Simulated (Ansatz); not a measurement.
# C3H6FN: the cost of one run

Computed with the Python package of Ansatz 0.2.0. The levels of theory stand in the script.

**1. The structure**

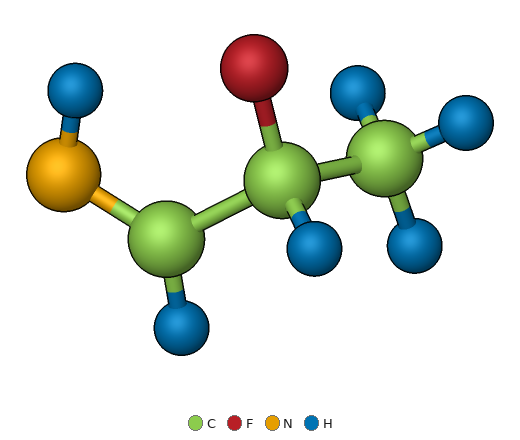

The structure that the script starts from, seen from a chosen angle (carbon green, fluorine red, nitrogen amber, hydrogen blue).

The script holds or builds the structure itself.

**2. Script**

Contents of c3h6fn.py:

```python
from pathlib import Path
import warnings

import ansatz as az
import numpy as np

GEOMETRY = '''
C    -0.98960    0.32090    0.78040
C     0.26590   -0.31770    0.41940
F    -0.01130   -1.63690    0.18690
C     0.95840    0.34030   -0.80090
N     1.04270   -0.30050   -1.93890
H    -0.89410    1.44800    0.96780
H    -1.73000    0.26930   -0.04810
H    -1.44790   -0.08490    1.64390
H     0.98230   -0.21800    1.29200
H     1.20970    1.38100   -0.68560
H     0.67920   -1.25840   -1.79650
'''

warnings.simplefilter('ignore', az.DeckWarning)

c3h6fn = az.Crystal.molecule()
for line in GEOMETRY.strip().splitlines():
    symbol, *xyz = line.split()
    c3h6fn = c3h6fn.atom(symbol, [float(v) for v in xyz])

setup = c3h6fn.calculation().basis(gaussian='cc-pVDZ').scf(lower_state_search='off')

print('functional    E (Ha)        dipole (D)   HOMO (eV)  LUMO (eV)')
for name in ['r2scan0', 'lc_wpbe', 'lda', 'pbe']:
    r = setup.functional(name).forces().orbitals().run(threads=1, runs_dir='runs').report
    lines = Path(r['orbitals_path']).read_text().splitlines()
    field_of = lambda key: [line.split('=')[1].strip() for line in lines if line.startswith(key)]
    orbitals = [(27.211386 * float(e), s, float(n)) for e, s, n in zip(field_of('Ene='), field_of('Spin='), field_of('Occup='))]
    homo = max(e for e, _, n in orbitals if n > 0.5)
    lumo = min(e for e, _, n in orbitals if n < 0.5)
    dipole = 4.803205 * np.linalg.norm(r['charge_distribution']['dipole_moment_e_ang'])
    print(f'{name:10s} {r["free_energy_ev"] / 27.211386246:14.6f} {dipole:9.3f} {homo:11.3f} {lumo:10.3f}')
```

**3. The input behind the calls**

The engine receives this input (first run):

```yaml
crystal:
  periodic: [false, false, false]
  atoms:
    - { symbol: C, position_ang: [-0.9896, 0.3209, 0.7804] }
    - { symbol: C, position_ang: [0.2659, -0.3177, 0.4194] }
    - { symbol: F, position_ang: [-0.0113, -1.6369, 0.1869] }
    - { symbol: C, position_ang: [0.9584, 0.3403, -0.8009] }
    - { symbol: "N", position_ang: [1.0427, -0.3005, -1.9389] }
    - { symbol: H, position_ang: [-0.8941, 1.448, 0.9678] }
    - { symbol: H, position_ang: [-1.73, 0.2693, -0.0481] }
    - { symbol: H, position_ang: [-1.4479, -0.0849, 1.6439] }
    - { symbol: H, position_ang: [0.9823, -0.218, 1.292] }
    - { symbol: H, position_ang: [1.2097, 1.381, -0.6856] }
    - { symbol: H, position_ang: [0.6792, -1.2584, -1.7965] }
basis:
  gaussian:
    orbitals: cc-pVDZ
hamiltonian:
  xc: r2scan0
scf:
  lower_state_search: "off"
output:
  orbitals: {}
  forces: true
```

**4. Running it**

Run with:

```bash
$ python c3h6fn.py
```

**Question.** How long does this script take on 1 thread of Arm Neoverse V1, shared host, and how much memory does it need?

About 15 s, with a peak of 0.23 GiB.
